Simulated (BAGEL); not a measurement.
**B2NH5O (SMILES BOBN) at B3LYP/6-31G(d) (density fitting with qzvpp-jkfit, spherical functions)**

What is the energy change on altering one bond length of B2NH5O at B3LYP/6-31G* (density fitting with qzvpp-jkfit, spherical functions)? 

The results are computed with BAGEL 1.2.2.

1 further run of the same task is left out (set aside as unsound or not needed). Runs told in other sessions of the task aren't counted.

## Step 1: The system as given

The species is B2NH5O (9 atoms), meant as a singlet with charge 0. SMILES: `BOBN`. The coordinates come from a GFN2-xTB relaxation. This is one conformer, not always the lowest.

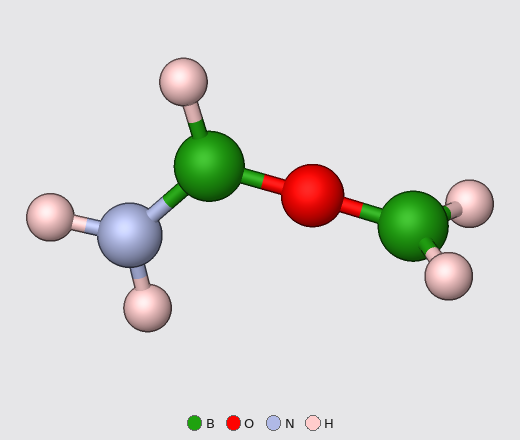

The structure, seen from a chosen angle (boron green, oxygen red, nitrogen light blue, hydrogen pink).

## Step 2: The energy at B3LYP/6-31G(d) (density fitting with qzvpp-jkfit, spherical functions)

Input file input.json:

```json
{ "bagel": [

{
  "title": "molecule",
  "basis": "6-31gs.json",
  "df_basis": "qzvpp-jkfit",
  "angstrom": true,
  "geometry": [
    { "atom": "B", "xyz": [   -0.554830,    1.774420,    0.183280 ] },
    { "atom": "O", "xyz": [   -0.246110,    0.526480,    0.337160 ] },
    { "atom": "B", "xyz": [    0.079630,   -0.748010,    0.469550 ] },
    { "atom": "N", "xyz": [    0.590370,   -1.467420,   -0.621680 ] },
    { "atom": "H", "xyz": [   -1.652690,    2.076220,   -0.143520 ] },
    { "atom": "H", "xyz": [    0.259820,    2.612800,    0.374500 ] },
    { "atom": "H", "xyz": [   -0.057600,   -1.287220,    1.506670 ] },
    { "atom": "H", "xyz": [    0.726140,   -1.053970,   -1.527620 ] },
    { "atom": "H", "xyz": [    0.855280,   -2.433300,   -0.578330 ] }
  ]
},
{
  "title": "ks",
  "xc_func": "b3lyp"
},
{
  "title": "print",
  "file": "orbitals.molden",
  "orbitals": true
}

]}
```

The basis set 6-31G* is read from a file made from the Basis Set Exchange's data (not shown).

Launch:

```bash
$ BAGEL_NUM_THREADS=1 BAGEL input.json > input.out
```

The program printed:

```text
* using 1 threads per process

  ===============================================================
  ===============================================================

  *** Geometry ***

  { "atom" : "B", "xyz" : [     -1.048477,      3.353168,      0.346349 ] },
  { "atom" : "O", "xyz" : [     -0.465080,      0.994903,      0.637140 ] },
  { "atom" : "B", "xyz" : [      0.150479,     -1.413534,      0.887321 ] },
  { "atom" : "N", "xyz" : [      1.115638,     -2.773022,     -1.174805 ] },
  { "atom" : "H", "xyz" : [     -3.123131,      3.923487,     -0.271213 ] },
  { "atom" : "H", "xyz" : [      0.490989,      4.937476,      0.707702 ] },
  { "atom" : "H", "xyz" : [     -0.108848,     -2.432493,      2.847194 ] },
  { "atom" : "H", "xyz" : [      1.372206,     -1.991715,     -2.886783 ] },
  { "atom" : "H", "xyz" : [      1.616245,     -4.598271,     -1.092885 ] },

  Number of auxiliary basis functions:      394

  Since a DF basis is specified, we compute 2- and 3-index integrals:
    o Being stored without compression. Storage requirement is 0.014 GB

  Number of basis functions:       66
  Number of electrons      :       30

    * METHOD: MOLECULE                             0.14

  *** Kohn-Sham DFT ***

    * Removing 16022 points whose weight is below 1.00e-10
    * Grid points: 118132

  === Nuclear Repulsion ===
   102.5395877328

       - DIIS with orbital gradients will be used.

  === KS iteration (b3lyp / 6-31gs.json) ===
      0       -155.77628803          0.15212017           0.26
      1       -135.85843070          0.16777279           0.26
      2       -157.55026306          0.16764547           0.26
      3       -176.28065190          0.07500941           0.26
      4       -180.76112784          0.07201647           0.26
      5       -182.45241339          0.03474247           0.26
      6       -182.61493833          0.02592943           0.26
      7       -182.66027735          0.02052782           0.26
      8       -182.77127707          0.00900161           0.26
      9       -182.79176627          0.00473636           0.26
     10       -182.79697018          0.00135820           0.26
     11       -182.79751741          0.00020448           0.26
     12       -182.79752661          0.00012411           0.26
     13       -182.79753063          0.00001957           0.26
     14       -182.79753071          0.00000723           0.26
     15       -182.79753072          0.00000277           0.26
     16       -182.79753073          0.00000048           0.26
     17       -182.79753073          0.00000018           0.26
     18       -182.79753073          0.00000004           0.26
     19       -182.79753073          0.00000001           0.26
    * SCF iteration converged.

    * Permanent dipole moment:
           (   -0.321297,     0.627599,     0.506881) a.u.

    * METHOD: KS                                   5.77

    * METHOD: PRINT                                0.01

  ===============================================================
```

Wall time 6.3 s (1 thread of Arm Neoverse V1, shared host); peak memory 0.36 GiB.

## Step 3: The distorted shape

Input file input.json:

```json
{ "bagel" : [

{
  "title" : "molecule",
  "basis" : "6-31gs.json",
  "df_basis" : "qzvpp-jkfit",
  "angstrom" : true,
  "geometry" : [
    { "atom" : "B", "xyz" : [      -0.677025,       1.648666,       0.154598 ] },
    { "atom" : "O", "xyz" : [      -0.368305,       0.400726,       0.308478 ] },
    { "atom" : "B", "xyz" : [      -0.042565,      -0.873764,       0.440868 ] },
    { "atom" : "N", "xyz" : [       0.468175,      -1.593174,      -0.650362 ] },
    { "atom" : "H", "xyz" : [      -1.774885,       1.950466,      -0.172202 ] },
    { "atom" : "H", "xyz" : [       0.259820,       2.612800,       0.374500 ] },
    { "atom" : "H", "xyz" : [      -0.179795,      -1.412974,       1.477988 ] },
    { "atom" : "H", "xyz" : [       0.603945,      -1.179724,      -1.556302 ] },
    { "atom" : "H", "xyz" : [       0.733085,      -2.559054,      -0.607012 ] }
  ]
},

{ "title" : "ks", "xc_func" : "b3lyp" },

{ "title" : "print", "file" : "orbitals.molden", "orbitals" : true }

]}
```

The basis set 6-31G* is read from a file made from the Basis Set Exchange's data (not shown).

Launch:

```bash
$ BAGEL_NUM_THREADS=1 BAGEL input.json > input.out
```

The program printed:

```text
* using 1 threads per process

  ===============================================================
  ===============================================================

  *** Geometry ***

  { "atom" : "B", "xyz" : [     -1.279392,      3.115527,      0.292148 ] },
  { "atom" : "O", "xyz" : [     -0.695996,      0.757262,      0.582939 ] },
  { "atom" : "B", "xyz" : [     -0.080436,     -1.651175,      0.833120 ] },
  { "atom" : "N", "xyz" : [      0.884723,     -3.010663,     -1.229006 ] },
  { "atom" : "H", "xyz" : [     -3.354047,      3.685847,     -0.325415 ] },
  { "atom" : "H", "xyz" : [      0.490989,      4.937476,      0.707702 ] },
  { "atom" : "H", "xyz" : [     -0.339763,     -2.670134,      2.792993 ] },
  { "atom" : "H", "xyz" : [      1.141291,     -2.229355,     -2.940985 ] },
  { "atom" : "H", "xyz" : [      1.385330,     -4.835911,     -1.147086 ] },

  Number of auxiliary basis functions:      394

  Since a DF basis is specified, we compute 2- and 3-index integrals:
    o Being stored without compression. Storage requirement is 0.014 GB

  Number of basis functions:       66
  Number of electrons      :       30

    * METHOD: MOLECULE                             0.14

  *** Kohn-Sham DFT ***

    * Removing 15839 points whose weight is below 1.00e-10
    * Grid points: 118315

  === Nuclear Repulsion ===
   102.0347141634

       - DIIS with orbital gradients will be used.

  === KS iteration (b3lyp / 6-31gs.json) ===
      0       -153.68526974          0.15347895           0.27
      1       -124.10720972          0.18127001           0.26
      2       -131.59243081          0.21851781           0.26
      3       -173.79459347          0.10507628           0.26
      4       -177.31983572          0.09348811           0.25
      5       -182.49915477          0.03323246           0.26
      6       -181.84170413          0.05178904           0.26
      7       -182.70666267          0.01552086           0.25
      8       -182.77893980          0.00567775           0.26
      9       -182.78666806          0.00341221           0.25
     10       -182.78937377          0.00073907           0.26
     11       -182.78953621          0.00008221           0.25
     12       -182.78953822          0.00002490           0.26
     13       -182.78953835          0.00001085           0.26
     14       -182.78953839          0.00000171           0.26
     15       -182.78953839          0.00000062           0.26
     16       -182.78953839          0.00000028           0.26
     17       -182.78953839          0.00000009           0.26
     18       -182.78953839          0.00000001           0.26
     19       -182.78953839          0.00000000           0.25
    * SCF iteration converged.

    * Permanent dipole moment:
           (   -0.246202,     0.743795,     0.529381) a.u.

    * METHOD: KS                                   5.71

    * METHOD: PRINT                                0.01

  ===============================================================
```

Wall time 6 s (1 thread of Arm Neoverse V1, shared host); peak memory 0.36 GiB.

## Step 4: Outcome

At B3LYP/6-31G* (density fitting with qzvpp-jkfit, spherical functions):

```
                                                         quantity          value
                                        first shape: total energy  -182.79753 Eh
                                       first shape: dipole moment         2.21 D
                                         first shape: HOMO energy       -7.11 eV
                                         first shape: LUMO energy        0.01 eV
                                       first shape: HOMO–LUMO gap        7.13 eV
                                    distorted shape: total energy  -182.78954 Eh
                                   distorted shape: dipole moment         2.40 D
                                     distorted shape: HOMO energy       -7.11 eV
                                     distorted shape: LUMO energy       -0.05 eV
                                   distorted shape: HOMO–LUMO gap        7.06 eV
energy change with the B1–H6 bond stretched from 1.185 to 1.362 Å       0.217 eV
```

**Reading.** With the B1–H6 bond stretched from 1.185 to 1.362 Å the energy rises by 0.22 eV (5.0 kcal/mol). The first shape isn't relaxed at this level, so the change isn't measured from a minimum.
